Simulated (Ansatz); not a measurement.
# AlFH4N2: what the fields show

Input file:

```
crystal:
  periodic: [false, false, false]
  atoms:
    - { symbol: Al, position_ang: [0.0, 0.0, 0.0] }
    - { symbol: F, position_ang: [0.0, 0.0, 1.69] }
    - { symbol: "N", position_ang: [1.6627, 0.0, -0.96] }
    - { symbol: H, position_ang: [2.1293, -0.9179, -1.2118] }
    - { symbol: H, position_ang: [2.1141, 0.9179, -1.2382] }
    - { symbol: "N", position_ang: [-1.6627, 0.0, -0.96] }
    - { symbol: H, position_ang: [-2.3316, -0.8164, -0.8614] }
    - { symbol: H, position_ang: [-1.9118, 0.8164, -1.5886] }
basis:
  gaussian: { orbitals: cc-pVDZ }
hamiltonian:
  xc: { name: BHLYP }
  dispersion: d4
relax:
  f_tol: 0.02
  max_steps: 40
output:
  orbitals: {}
```

Command:

```sh
ansatz run input.yaml --threads 2 --pin off --max-ram 3072MiB --backend cpu --events-out ev --progress --plain --runs-dir out
```

The fields are those of the run's last geometry, not of the input's.

The calculation used RKS BHLYP-D4/cc-pVDZ (Ansatz 0.2.0).

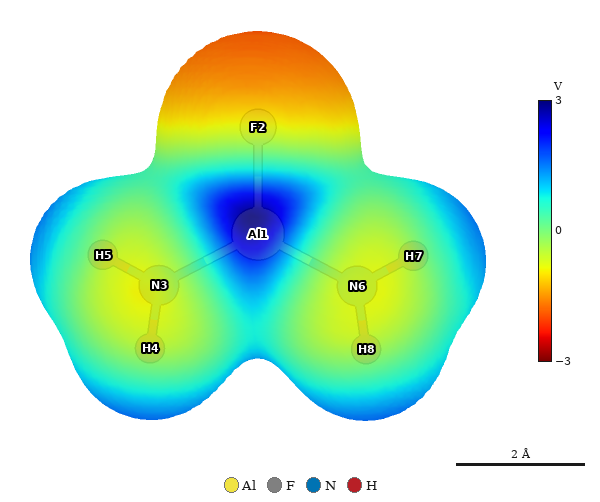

Figure 1. The molecular electrostatic potential painted on the density surface at 0.002 e/bohr³, seen across its widest extent; red is negative and blue positive.

**Which sites attract a positive test charge, and which a negative one?**

A positive charge is drawn to the negative regions and a negative charge to the positive ones. The most negative region (about −1.9 V, or −44 kcal/mol for a unit charge) lies over F2, the most positive (about +2.7 V, or +62 kcal/mol for a unit charge) over Al1.

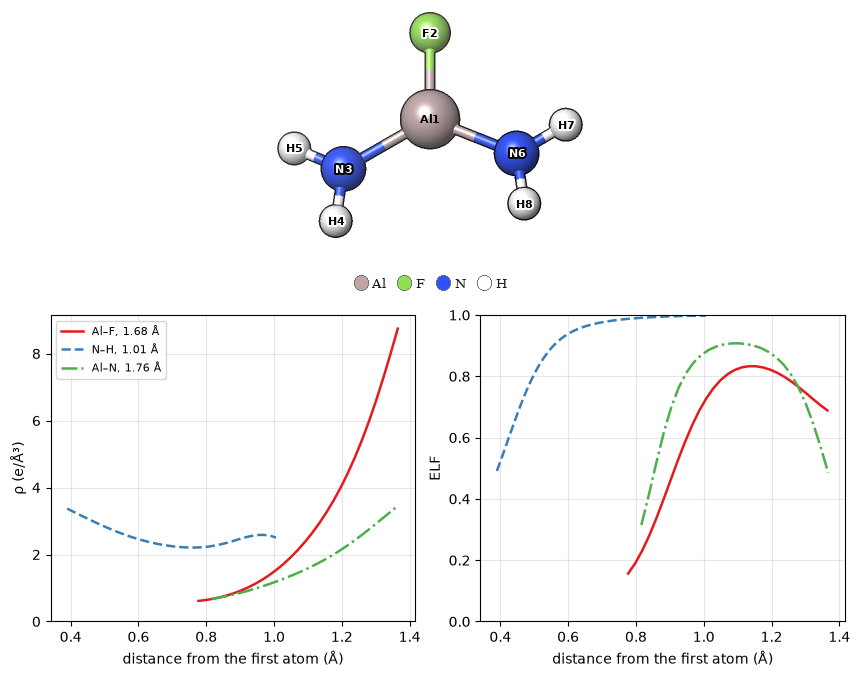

Figure 2. Electron density and electron localisation function along straight lines between neighbouring atoms. The curves leave out the atomic cores. The structure is drawn too.

**What can be read from the curves?**

Al–F (1.68 Å): the density is about 0.72 e/Å³ at the midpoint; the ELF peaks at about 0.85 in the valence shell of F, 0.5 Å from its nucleus, and is about 0.30 at the midpoint.
N–H (1.01 Å): ρ is about 2.8 e/Å³ halfway; the ELF climbs to about 1 towards the hydrogen, as it does in any bond to H; a covalent bond by its length.
Al–N (1.76 Å): ρ is about 0.81 e/Å³ halfway; the ELF peaks at about 0.90 in the valence shell of N, 0.7 Å from its nucleus, and is about 0.60 at the midpoint.

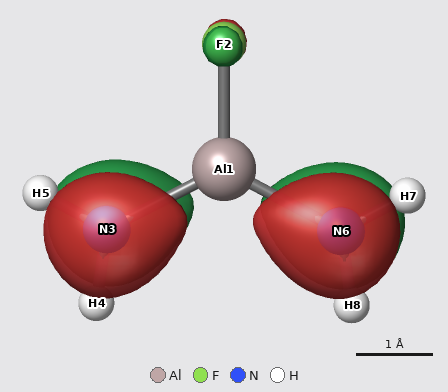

Figure 3. The HOMO−1 at ±0.15 Å⁻³ᐟ² (green and red are the two phases), seen across its widest extent.

**Describe this orbital and give its energy.**

Its weight (Hirshfeld) is mainly on N3 (about 35 %), N6 (about 35 %) and Al1 (about 15 %); it changes sign across the molecular plane (π type); π-bonding across Al1–N3 and Al1–N6. Its energy is −8.98 eV.
